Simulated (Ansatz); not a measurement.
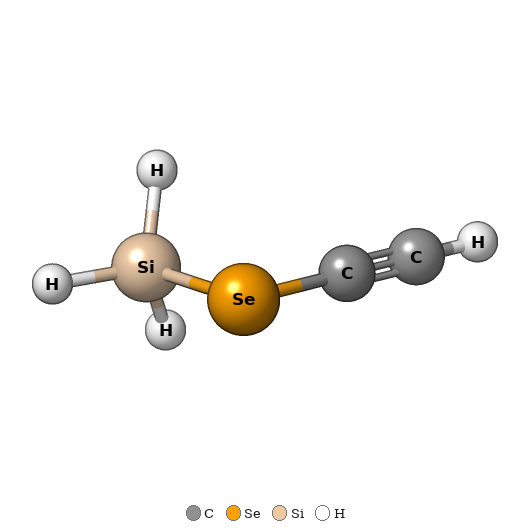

**Which formula does it have?**

C₂H₄SeSi, 8 atoms: 2 carbon, 4 hydrogen, 1 selenium and 1 silicon.

**Give a SMILES string for it.**

C#C[Se][SiH3]

**Give the symmetry (Schoenflies symbol).**

Cs.

The parts below concern this one geometry. Atoms keep their numbers from picture to picture. The computed structure is the end point of a PBE0-D4/def2-TZVP optimisation.

Geometry

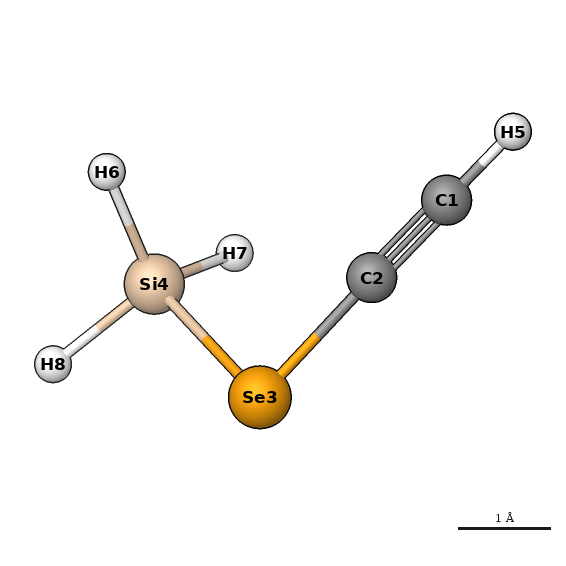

Numbered structure.

**What is the geometry at Si4?**

Si4 has 4 neighbours (Se3 at 2.29, H6 at 1.48, H7 at 1.48, H8 at 1.48 Å); the arrangement is tetrahedral.

**What is the geometry at C1?**

C1 has 2 neighbours (C2 at 1.20, H5 at 1.06 Å); the arrangement is linear.

**How are the neighbours of atom 2 arranged?**

C2 has 2 neighbours (C1 at 1.20, Se3 at 1.83 Å); the arrangement is linear.

**Describe the coordination of atom 3.**

Se3 has 2 neighbours (C2 at 1.83, Si4 at 2.29 Å); the arrangement is bent.

Levels of theory compared

Program: Ansatz 0.2.0.

At this fixed geometry, give dipole (D), HOMO–LUMO gap (eV), HOMO energy (eV) at these levels: B3LYP-D4/def2-TZVPP; PBE-D4/def2-TZVPP; r2SCAN-D4/def2-TZVPP; ωB97M-V/def2-TZVPP.

| level | dipole (D) | HOMO–LUMO gap (eV) | HOMO energy (eV) |
| --- | --- | --- | --- |
| B3LYP-D4/def2-TZVPP | 1.07 | 5.84 | −6.55 |
| PBE-D4/def2-TZVPP | 1.00 | 4.34 | −5.71 |
| r2SCAN-D4/def2-TZVPP | 1.08 | 4.86 | −5.93 |
| ωB97M-V/def2-TZVPP | 1.12 | 10.13 | −8.86 |

Vibrations

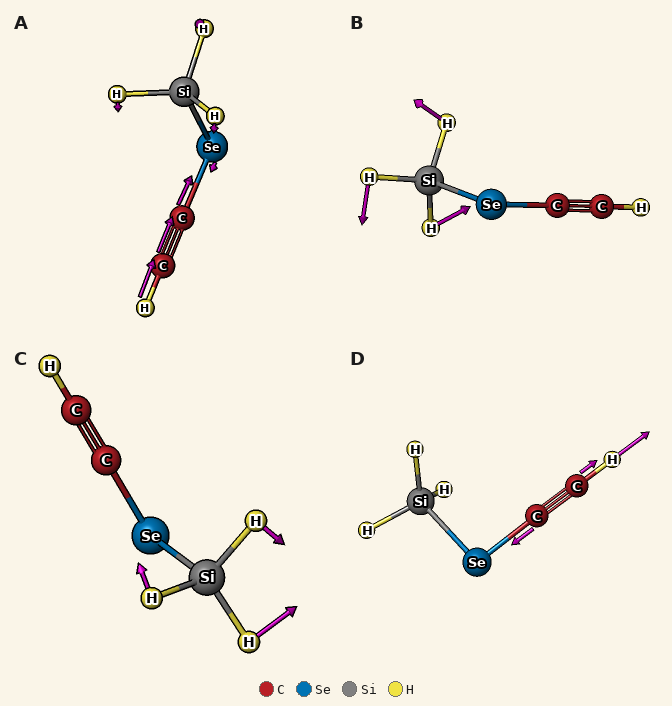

4 normal modes of one molecule or complex, as arrows. Harmonic vibrations computed with RKS PBE0-D4/def2-TZVP (Ansatz 0.2.0) at a stationary point of the same level.

**Match the panels to the wavenumbers 127 cm⁻¹, 577 cm⁻¹, 924 cm⁻¹, 2159 cm⁻¹.**

A: 577 cm⁻¹, C–Se stretching
B: 127 cm⁻¹
C: 924 cm⁻¹, H–Si–H bending
D: 2159 cm⁻¹

Thermal motion

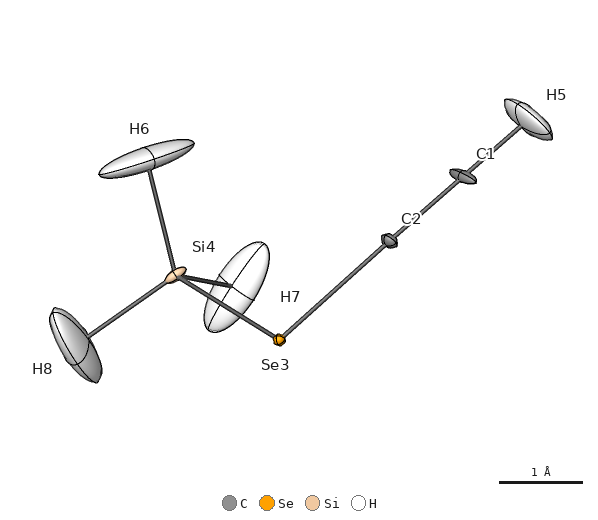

Displacement ellipsoids at the 50 % level, from the internal vibrations of the free molecule (harmonic, no overall translation or rotation; no half-axis is drawn under 0.075 Å). Vibrations computed with RKS PBE0-D4/def2-TZVP (Ansatz 0.2.0). Temperature: 298 K.

**Which atom has the largest mean-square displacement?**

H8, with U_eq = 0.0725 Å².

**Does H6 move more along its bond or across it?**

Across it: the root-mean-square amplitude is 0.093 Å along the bond and up to 0.411 Å across, since bending and torsion are softer than stretching.

Give the displacement parameters, one line for each set of equivalent atoms.

| atom | U_eq (Å²) | rms amplitudes (Å) |
| --- | --- | --- |
| C1 | 0.0101 | 0.038, 0.051, 0.162 |
| C2 | 0.0042 | 0.042, 0.069, 0.077 |
| Se3 | 0.00067 | 0.009, 0.013, 0.042 |
| Si4 | 0.0037 | 0.011, 0.037, 0.099 |
| H5 | 0.0443 | 0.080, 0.188, 0.302 |
| H6, H7 | 0.0702 | 0.092, 0.182, 0.411 |
| H8 | 0.0725 | 0.113, 0.221, 0.395 |

Charges

The questions are on Mulliken charges. Level of theory: RKS r2SCAN-D4/def2-TZVPP (Ansatz 0.2.0).

List the Mulliken charges.

| atom | value (e) |
| --- | --- |
| C1 | −0.08 |
| C2 | −0.28 |
| Se3 | 0.03 |
| Si4 | 0.24 |
| H5 | 0.24 |
| H6 | −0.05 |
| H7 | −0.05 |
| H8 | −0.05 |

Mulliken values depend strongly on the basis set and can even reverse the polarity of a bond.
